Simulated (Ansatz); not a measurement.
# CH6BNSi: single points with varied inputs

How do the results and run time of CH6BNSi respond when the settings are drawn wide?

Computed with Ansatz 0.2.0, Gaussian basis. Level: the settings change from run to run.

**1. The relaxed structure**

The structure was relaxed beforehand with PBE0-D4 in a triple-zeta def2 set.

10 atoms, charge 0, spin multiplicity 1.

Atoms are counted from 1 here; the program's logs count them from 0.

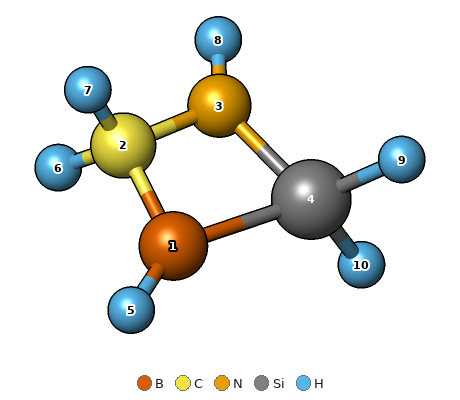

The structure; boron orange, carbon yellow, nitrogen amber, silicon grey, hydrogen blue; atoms are numbered from 1 in the order of the file.

Coordinates:

```mol
CH6BNSi
  3D, bonds by distance, orders not assigned

 10 10  0  0  0  0  0  0  0  0999 V2000
    0.8264    0.0272   -0.9685 B   0  0
    0.8559   -0.5585    0.4980 C   0  0
   -0.4891   -0.1517    0.9185 N   0  0
   -1.0444    0.6412   -0.5121 Si  0  0
    1.6763   -0.0073   -1.8018 H   0  0
    1.0247   -1.6488    0.5032 H   0  0
    1.6722   -0.1243    1.0999 H   0  0
   -0.8430   -0.3612    1.8350 H   0  0
   -1.3618    2.0973   -0.3823 H   0  0
   -2.2340    0.0349   -1.1870 H   0  0
  1  2  8  0
  2  3  8  0
  3  4  8  0
  1  5  8  0
  2  6  8  0
  2  7  8  0
  3  8  8  0
  4  9  8  0
  4 10  8  0
  1  4  8  0
M  END
```

**2. CCSD/cc-pVDZ**

This run has relativity set to scalar, correlated electrons set to all, the search for lower states set to light.

Contents of in.yaml:

```yaml
crystal:
  periodic: [false, false, false]
  atoms:
    - {symbol: B, position_ang: [0.826409, 0.027194, -0.968498]}
    - {symbol: C, position_ang: [0.855940, -0.558475, 0.497951]}
    - {symbol: N, position_ang: [-0.489131, -0.151663, 0.918454]}
    - {symbol: Si, position_ang: [-1.044362, 0.641153, -0.512050]}
    - {symbol: H, position_ang: [1.676323, -0.007290, -1.801757]}
    - {symbol: H, position_ang: [1.024658, -1.648759, 0.503211]}
    - {symbol: H, position_ang: [1.672169, -0.124312, 1.099935]}
    - {symbol: H, position_ang: [-0.842970, -0.361226, 1.834973]}
    - {symbol: H, position_ang: [-1.361762, 2.097336, -0.382335]}
    - {symbol: H, position_ang: [-2.233973, 0.034941, -1.186985]}
basis:
  gaussian: {orbitals: cc-pVDZ}
hamiltonian: {xc: {name: HF}, pseudopotentials: {relativity: scalar}}
correlation: {method: ccsd, electrons: all}
scf: {lower_state_search: light}
```

Launch:

```
$ ansatz run in.yaml --threads 2 --pin off --events-out ev --progress --plain --max-ram 4352MiB
```

Log:

```text
Functional definition: HF
  name "HF"
  cite "Fock, Z. Phys. 61, 126 (1930) doi:10.1007/BF01340294"
  parent pbe
  exchange = exact_x
  correlation = 0
840 factors; integrals over basis functions are off by at most 1.3e-3 eV
mean field evaluation 1: about -11153.0942 eV, gradient 3.1e1 eV
mean field evaluation 2: about -11153.2256 eV, gradient 3.1e1 eV
mean field evaluation 4: about -11155.9100 eV, gradient 3.7e0 eV
mean field evaluation 8: about -11155.9635 eV, gradient 1.9e-1 eV
mean field evaluation 16: about -11155.8178 eV, gradient 5.3e-1 eV
mean field -11155.96375458 eV, -409.9741061970 hartree, gradient 7.1e-6 eV, S^2 0.000000; 0 other end points of the search recorded, 0 dependent functions left out
reference -11155.96375458 eV, -409.9741061970 hartree; 19, 19 occupied and 71, 71 virtual orbitals, 840 factors
second order -13.47379156 eV of doubles, -0.00000000 eV of singles
cycle   1  -14.34826388 eV  change   -8.7e-1 eV  update   8.8e-2
cycle   2  -14.79016891 eV  change   -4.4e-1 eV  update   2.7e-2
cycle   3  -14.85813582 eV  change   -6.8e-2 eV  update   1.2e-2
cycle   4  -14.85399478 eV  change    4.1e-3 eV  update   3.5e-3
cycle   5  -14.85375005 eV  change    2.4e-4 eV  update   1.8e-3
cycle   6  -14.85392803 eV  change   -1.8e-4 eV  update   8.6e-4
cycle   7  -14.85369002 eV  change    2.4e-4 eV  update   5.0e-4
cycle   8  -14.85379376 eV  change   -1.0e-4 eV  update   2.5e-4
cycle   9  -14.85385798 eV  change   -6.4e-5 eV  update   9.0e-5
cycle  10  -14.85383142 eV  change    2.7e-5 eV  update   3.1e-5
Total energy: -11170.81758600 eV, -410.5199744333 hartree
Relativity: scalar
```

Wall time 5 s (2 threads of Arm Neoverse V2, shared host).

T1 0.009.

**3. SPW92/def2-mTZVP**

Options: relativity set to none, the search for lower states set to full.

Edit in.yaml of step 2 so:

```diff
@@ -14,5 +14,5 @@
 basis:
-  gaussian: {orbitals: cc-pVDZ}
-hamiltonian: {xc: {name: HF}, pseudopotentials: {relativity: scalar}}
-correlation: {method: ccsd, electrons: all}
-scf: {lower_state_search: light}
+  gaussian: {orbitals: def2-mTZVP}
+hamiltonian: {xc: {name: SPW92}, pseudopotentials: {relativity: none}}
+scf: {lower_state_search: full}
+output: {forces: true}
```

Same command.

Log, cut to the lines that bear on the results:

```text
Functional definition: SPW92
  name "SPW92"
  cite "Dirac, Proc. Camb. Phil. Soc. 26, 376 (1930) doi:10.1017/S0305004100016108"
  cite "Slater, Phys. Rev. 81, 385 (1951) doi:10.1103/PhysRev.81.385"
  cite "Perdew & Wang, Phys. Rev. B 45, 13244 (1992) doi:10.1103/PhysRevB.45.13244"
[...]
974 factors; their error is unknown
[...]
mean field -11115.94437041 eV, -408.5034209548 hartree, gradient 4.4e-5 eV, S^2 0.000000; 0 other end points of the search recorded, 0 dependent functions left out
[...]
reference -11115.94441272 eV, -408.5034225098 hartree; 19, 19 occupied and 78, 78 virtual orbitals, 974 factors
Total energy: -11115.94441272 eV, -408.5034225098 hartree
Atom 0 at     0.826409     0.027194    -0.968498 Å, force    -0.182557    -0.085004     0.415202 eV/Å
Atom 1 at     0.855940    -0.558475     0.497951 Å, force    -0.546862     0.388644    -0.399780 eV/Å
Atom 2 at    -0.489131    -0.151663     0.918454 Å, force     0.439963    -0.003728    -0.465835 eV/Å
Atom 3 at    -1.044362     0.641153    -0.512050 Å, force     0.222105    -0.088626    -0.014090 eV/Å
Atom 4 at     1.676323    -0.007290    -1.801757 Å, force     0.147934    -0.001025    -0.157799 eV/Å
Atom 5 at     1.024658    -1.648759     0.503211 Å, force     0.098179    -0.346949    -0.006050 eV/Å
Atom 6 at     1.672169    -0.124312     1.099935 Å, force     0.294298     0.114474     0.174295 eV/Å
Atom 7 at    -0.842970    -0.361226     1.834973 Å, force    -0.254019    -0.121934     0.585531 eV/Å
Atom 8 at    -1.361762     2.097336    -0.382335 Å, force    -0.045386     0.223953    -0.006396 eV/Å
Atom 9 at    -2.233973     0.034941    -1.186985 Å, force    -0.173655    -0.079806    -0.125078 eV/Å
Dipole moment:     0.120964    -0.122133     0.179534 e Å
```

It took 0.95 s on 2 threads of Arm Neoverse V2, shared host.

Largest force 0.781 eV/Å, dipole 1.19 D.

**4. revPBE/def2-SVPD**

Set apart from the defaults: charge -1, multiplicity 2, D3(BJ) dispersion, the search for lower states set to off.

Edit in.yaml of step 3 so:

```diff
@@ -14,5 +14,6 @@
 basis:
-  gaussian: {orbitals: def2-mTZVP}
-hamiltonian: {xc: {name: SPW92}, pseudopotentials: {relativity: none}}
-scf: {lower_state_search: full}
-output: {forces: true}
+  gaussian: {orbitals: def2-SVPD}
+total_charge: -1
+magnetization: {spin_polarized: true, initial_magnetization: 1}
+hamiltonian: {xc: {name: revPBE}, dispersion: d3bj}
+scf: {lower_state_search: off}
```

Launched as before.

Log, cut to the lines that bear on the results:

```text
Functional definition: revPBE
  name "revPBE"
  cite "Zhang & Yang, Phys. Rev. Lett. 80, 890 (1998) doi:10.1103/PhysRevLett.80.890"
  cite "Perdew, Burke & Ernzerhof, Phys. Rev. Lett. 77, 3865 (1996) doi:10.1103/PhysRevLett.77.3865"
[...]
1115 factors; their error is unknown
[...]
mean field -11170.23820007 eV, -410.4986823934 hartree, gradient 4.1e-6 eV, S^2 0.754870; 0 other end points of the search recorded, 0 dependent functions left out
reference -11170.23826371 eV, -410.4986847318 hartree; 20, 19 occupied and 112, 113 virtual orbitals, 1115 factors
Total energy: -11170.74139739 eV, -410.5171745537 hartree
Checks for a lower state left out: stability, starts, cluster_reference, orbital_swaps, neighbouring_geometries, increment
```

It took 1.9 s on 2 threads of Arm Neoverse V2, shared host.

⟨S²⟩ 0.755.

**5. r2SCAN/def2-TZVP**

Options: a grid of angular degree 11, finite nuclei, D3(BJ) with three-body dispersion.

Edit in.yaml of step 4 so:

```diff
@@ -14,6 +14,3 @@
 basis:
-  gaussian: {orbitals: def2-SVPD}
-total_charge: -1
-magnetization: {spin_polarized: true, initial_magnetization: 1}
-hamiltonian: {xc: {name: revPBE}, dispersion: d3bj}
-scf: {lower_state_search: off}
+  gaussian: {orbitals: def2-TZVP, final_grid: {core_spheres: 5, valence_spheres: 4, degree: 11}, nuclear_model: gaussian}
+hamiltonian: {xc: {name: r2SCAN}, dispersion: d3bjatm}
```

Same command.

Log:

```text
Functional definition: r2SCAN
  name "r2SCAN"
  cite "Furness, Kaplan, Ning, Perdew & Sun, J. Phys. Chem. Lett. 11, 8208 (2020) doi:10.1021/acs.jpclett.0c02405"
  cite "Furness, Kaplan, Ning, Perdew & Sun, J. Phys. Chem. Lett. 11, 9248 (2020) doi:10.1021/acs.jpclett.0c03077"
  parent r2scan
  parameter k0 = 0.174
  parameter k1 = 0.065
  parameter a1 = 4.9479
  exchange = r2scan_x(k0 = k0, k1 = k1, a1 = a1)
  correlation = r2scan_c
1020 factors; their error is unknown
mean field evaluation 1: about -11165.6411 eV, gradient 6.9e1 eV
mean field evaluation 2: about -11113.2007 eV, gradient 1.4e2 eV
mean field evaluation 4: about -11175.7463 eV, gradient 1.1e1 eV
mean field evaluation 8: about -11176.0977 eV, gradient 1.4e0 eV
mean field evaluation 16: about -11176.0755 eV, gradient 2.3e-3 eV
mean field -11176.07551107 eV, -410.7131996156 hartree, gradient 4.9e-5 eV, S^2 0.000000; 0 other end points of the search recorded, 0 dependent functions left out
reference -11176.07552139 eV, -410.7131999951 hartree; 19, 19 occupied and 147, 147 virtual orbitals, 1020 factors
Total energy: -11176.12934940 eV, -410.7151781380 hartree
```

Wall time 1.9 s (2 threads of Arm Neoverse V2, shared host).

**6. PBEsol/x2c-TZVPPall**

Options: D3(BJ) dispersion.

Edit in.yaml of step 5 so:

```diff
@@ -14,3 +14,4 @@
 basis:
-  gaussian: {orbitals: def2-TZVP, final_grid: {core_spheres: 5, valence_spheres: 4, degree: 11}, nuclear_model: gaussian}
-hamiltonian: {xc: {name: r2SCAN}, dispersion: d3bjatm}
+  gaussian: {orbitals: x2c-TZVPPall}
+hamiltonian: {xc: {name: PBEsol}, dispersion: d3bj}
+output: {forces: true}
```

The command is unchanged.

Log, cut to the lines that bear on the results:

```text
Functional definition: PBEsol
  name "PBEsol"
  cite "Perdew et al., Phys. Rev. Lett. 100, 136406 (2008) doi:10.1103/PhysRevLett.100.136406"
  cite "Perdew, Burke & Ernzerhof, Phys. Rev. Lett. 77, 3865 (1996) doi:10.1103/PhysRevLett.77.3865"
  parent pbesol
[...]
1161 factors; their error is unknown
[...]
mean field -11159.20261330 eV, -410.0931320596 hartree, gradient 2.8e-5 eV, S^2 0.000000; 0 other end points of the search recorded, 0 dependent functions left out
[...]
reference -11159.20265800 eV, -410.0931337024 hartree; 19, 19 occupied and 200, 200 virtual orbitals, 1161 factors
Total energy: -11159.27892842 eV, -410.0959365884 hartree
Relativity: scalar
Atom 0 at     0.826409     0.027194    -0.968498 Å, force    -0.124685    -0.023309     0.194404 eV/Å
Atom 1 at     0.855940    -0.558475     0.497951 Å, force    -0.277332     0.213839    -0.245660 eV/Å
Atom 2 at    -0.489131    -0.151663     0.918454 Å, force     0.114036     0.024904    -0.185223 eV/Å
Atom 3 at    -1.044362     0.641153    -0.512050 Å, force     0.154255    -0.029510    -0.092273 eV/Å
Atom 4 at     1.676323    -0.007290    -1.801757 Å, force     0.171185    -0.003103    -0.177602 eV/Å
Atom 5 at     1.024658    -1.648759     0.503211 Å, force     0.096729    -0.327560    -0.008006 eV/Å
Atom 6 at     1.672169    -0.124312     1.099935 Å, force     0.281411     0.106893     0.161901 eV/Å
Atom 7 at    -0.842970    -0.361226     1.834973 Å, force    -0.187380    -0.095002     0.444836 eV/Å
Atom 8 at    -1.361762     2.097336    -0.382335 Å, force    -0.052849     0.211512     0.010515 eV/Å
Atom 9 at    -2.233973     0.034941    -1.186985 Å, force    -0.175370    -0.078664    -0.102894 eV/Å
Dipole moment:     0.113908    -0.128566     0.204068 e Å
```

It took 3.1 s on 2 threads of Arm Neoverse V2, shared host.

Largest force 0.492 eV/Å, dipole 1.28 D.

**7. B3LYP/def2-TZVPD**

Set apart from the defaults: unrestricted orbitals, a point charge of -1.00 e beside it.

Edit in.yaml of step 6 so:

```diff
@@ -14,4 +14,5 @@
 basis:
-  gaussian: {orbitals: x2c-TZVPPall}
-hamiltonian: {xc: {name: PBEsol}, dispersion: d3bj}
+  gaussian: {orbitals: def2-TZVPD, point_charges: [{charge: -1.00, position_ang: [5.585, -0.921, -0.543]}]}
+magnetization: {spin_polarized: true, initial_magnetization: 0}
+hamiltonian: {xc: {name: B3LYP}}
 output: {forces: true}
```

The command is unchanged.

Log, cut to the lines that bear on the results:

```text
Functional definition: B3LYP
  name "B3LYP"
  cite "Stephens, Devlin, Chabalowski & Frisch, J. Phys. Chem. 98, 11623 (1994) doi:10.1021/j100096a001"
  cite "Becke, Phys. Rev. A 38, 3098 (1988) doi:10.1103/PhysRevA.38.3098"
  cite "Lee, Yang & Parr, Phys. Rev. B 37, 785 (1988) doi:10.1103/PhysRevB.37.785"
  cite "Vosko, Wilk & Nusair, Can. J. Phys. 58, 1200 (1980) doi:10.1139/p80-159"
[...]
1113 factors; their error is unknown
[...]
mean field -11179.82930725 eV, -410.8511490809 hartree, gradient 7.3e-6 eV, S^2 0.000000; 0 other end points of the search recorded, 0 dependent functions left out
[...]
reference -11179.82961663 eV, -410.8511604504 hartree; 19, 19 occupied and 189, 189 virtual orbitals, 1113 factors
Total energy: -11179.82961663 eV, -410.8511604504 hartree
Atom 0 at     0.826409     0.027194    -0.968498 Å, force     0.389216    -0.036752    -0.209771 eV/Å
Atom 1 at     0.855940    -0.558475     0.497951 Å, force     0.522086    -0.141409    -0.090910 eV/Å
Atom 2 at    -0.489131    -0.151663     0.918454 Å, force    -0.569253     0.101767     0.237553 eV/Å
Atom 3 at    -1.044362     0.641153    -0.512050 Å, force     0.067369     0.035152    -0.078746 eV/Å
Atom 4 at     1.676323    -0.007290    -1.801757 Å, force    -0.160065    -0.005222     0.121047 eV/Å
Atom 5 at     1.024658    -1.648759     0.503211 Å, force     0.021288     0.077348    -0.003691 eV/Å
Atom 6 at     1.672169    -0.124312     1.099935 Å, force    -0.028051    -0.067379    -0.104661 eV/Å
Atom 7 at    -0.842970    -0.361226     1.834973 Å, force    -0.022073    -0.002649     0.069691 eV/Å
Atom 8 at    -1.361762     2.097336    -0.382335 Å, force    -0.089177    -0.009786     0.012289 eV/Å
Atom 9 at    -2.233973     0.034941    -1.186985 Å, force    -0.071620     0.040572     0.028409 eV/Å
Dipole moment:     0.414458    -0.181477     0.145414 e Å
```

Wall time 8.5 s (2 threads of Arm Neoverse V2, shared host); peak memory 0.55 GiB.

Largest force 0.625 eV/Å, dipole 2.28 D, ⟨S²⟩ 0.000.

**8. B3LYP/6-31G***

This run has density fitting with def2-universal-jkfit, a point charge of -1.00 e beside it.

Edit in.yaml of step 7 so:

```diff
@@ -14,5 +14,3 @@
 basis:
-  gaussian: {orbitals: def2-TZVPD, point_charges: [{charge: -1.00, position_ang: [5.585, -0.921, -0.543]}]}
-magnetization: {spin_polarized: true, initial_magnetization: 0}
+  gaussian: {orbitals: "6-31G*", fitting: {mean_field: def2-universal-jkfit}, point_charges: [{charge: -1.00, position_ang: [4.836, -0.670, -0.933]}]}
 hamiltonian: {xc: {name: B3LYP}}
-output: {forces: true}
```

Same command.

Log, cut to the lines that bear on the results:

```text
Functional definition: B3LYP
  name "B3LYP"
  cite "Stephens, Devlin, Chabalowski & Frisch, J. Phys. Chem. 98, 11623 (1994) doi:10.1021/j100096a001"
  cite "Becke, Phys. Rev. A 38, 3098 (1988) doi:10.1103/PhysRevA.38.3098"
  cite "Lee, Yang & Parr, Phys. Rev. B 37, 785 (1988) doi:10.1103/PhysRevB.37.785"
  cite "Vosko, Wilk & Nusair, Can. J. Phys. 58, 1200 (1980) doi:10.1139/p80-159"
[...]
463 factors; integrals over basis functions are off by at most 7.6e-2 eV
[...]
mean field -11177.58641147 eV, -410.7687241815 hartree, gradient 2.1e-5 eV, S^2 0.000000; 0 other end points of the search recorded, 0 dependent functions left out
reference -11177.58663986 eV, -410.7687325745 hartree; 19, 19 occupied and 57, 57 virtual orbitals, 463 factors
Total energy: -11177.58663986 eV, -410.7687325745 hartree
```

Run time: 0.85 s. Hardware: 2 threads of Arm Neoverse V2, shared host.

**9. revPBE/pcseg-2**

This run has atoms shaken by 0.08 Å, D3(BJ) dispersion, the search for lower states set to full.

Contents of in.yaml:

```yaml
crystal:
  periodic: [false, false, false]
  atoms:
    - {symbol: B, position_ang: [0.905745, -0.004358, -0.833234]}
    - {symbol: C, position_ang: [0.892154, -0.563098, 0.451695]}
    - {symbol: N, position_ang: [-0.492240, -0.120499, 0.973533]}
    - {symbol: Si, position_ang: [-1.035648, 0.728394, -0.545745]}
    - {symbol: H, position_ang: [1.721437, -0.053895, -1.829681]}
    - {symbol: H, position_ang: [0.908720, -1.601921, 0.421230]}
    - {symbol: H, position_ang: [1.844113, 0.013343, 1.067832]}
    - {symbol: H, position_ang: [-0.913356, -0.376509, 1.886015]}
    - {symbol: H, position_ang: [-1.405078, 2.156555, -0.339252]}
    - {symbol: H, position_ang: [-2.302070, -0.037806, -1.248868]}
basis:
  gaussian: {orbitals: pcseg-2}
hamiltonian: {xc: {name: revPBE}, dispersion: d3bj}
scf: {lower_state_search: full}
```

The command is unchanged.

Log:

```text
Functional definition: revPBE
  name "revPBE"
  cite "Zhang & Yang, Phys. Rev. Lett. 80, 890 (1998) doi:10.1103/PhysRevLett.80.890"
  cite "Perdew, Burke & Ernzerhof, Phys. Rev. Lett. 77, 3865 (1996) doi:10.1103/PhysRevLett.77.3865"
  parameter kappa = 1.245
  parameter beta = 0.06672455060314922
  exchange = pbe_x(kappa = kappa, mu = beta*pi^2/3)
  correlation = pbe_c(beta = beta)
1060 factors; their error is unknown
mean field evaluation 1: about -11160.8928 eV, gradient 7.8e1 eV
mean field evaluation 2: about -11069.8709 eV, gradient 1.8e2 eV
mean field evaluation 4: about -11173.7112 eV, gradient 2.6e1 eV
mean field evaluation 8: about -11175.2093 eV, gradient 4.0e-2 eV
mean field evaluation 16: about -11175.1396 eV, gradient 8.5e-5 eV
mean field -11175.13962219 eV, -410.6788063340 hartree, gradient 4.1e-5 eV, S^2 0.000000; 0 other end points of the search recorded, 0 dependent functions left out
reference -11175.13969594 eV, -410.6788090442 hartree; 19, 19 occupied and 189, 189 virtual orbitals, 1060 factors
Total energy: -11175.63509926 eV, -410.6970147802 hartree
```

Wall time 2.1 s (2 threads of Arm Neoverse V2, shared host).

**10. The runs in one table**

| level | charge | multiplicity | geometry | functions | energy (eV) | time |
| --- | --- | --- | --- | --- | --- | --- |
| CCSD/cc-pVDZ | 0 | 1 | relaxed | 90 | -11170.818 | 5 s |
| SPW92/def2-mTZVP | 0 | 1 | relaxed | 97 | -11115.944 | 0.95 s |
| revPBE/def2-SVPD | -1 | 2 | relaxed | 132 | -11170.741 | 1.9 s |
| r2SCAN/def2-TZVP | 0 | 1 | relaxed | 166 | -11176.129 | 1.9 s |
| PBEsol/x2c-TZVPPall | 0 | 1 | relaxed | 219 | -11159.279 | 3.1 s |
| B3LYP/def2-TZVPD | 0 | 1 | relaxed, point charge | 208 | -11179.830 | 8.5 s |
| B3LYP/6-31G* | 0 | 1 | relaxed, point charge | 76 | -11177.587 | 0.85 s |
| revPBE/pcseg-2 | 0 | 1 | shaken | 208 | -11175.635 | 2.1 s |

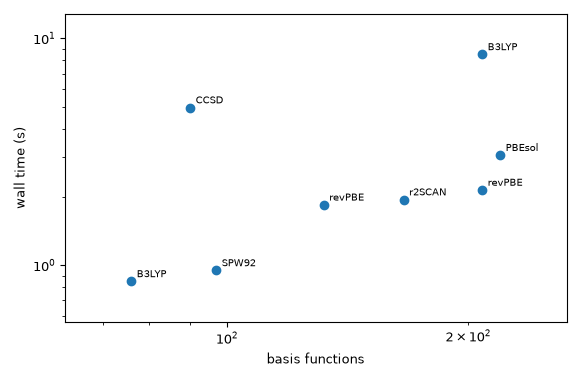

Wall time against the number of basis functions (shared host).

**11. Summary of results**

| quantity | value |
| --- | --- |
| runs | 8 |
| quickest | B3LYP/6-31G*, 0.85 s |
| slowest | B3LYP/def2-TZVPD, 8.5 s |
| spread of total energies, same state and geometry | 60.2 eV |
| dipole, same state and geometry | 1.19 to 1.28 D |

**Reading.** Run time spans a factor of 10, from B3LYP/6-31G* to B3LYP/def2-TZVPD. The jobs differ in tasks and options as well as level. The totals spread over 60 eV; they can't be compared across methods or bases. Some of these runs are scalar-relativistic and others not, which shifts the totals of all-electron atoms past neon by eV; core potentials, where a basis has them, take the core out of the total altogether. At the PBE0-D4/def2-TZVP geometry and in the same state, runs without warnings or point charges leave forces up to 0.78 eV/Å (SPW92/def2-mTZVP).
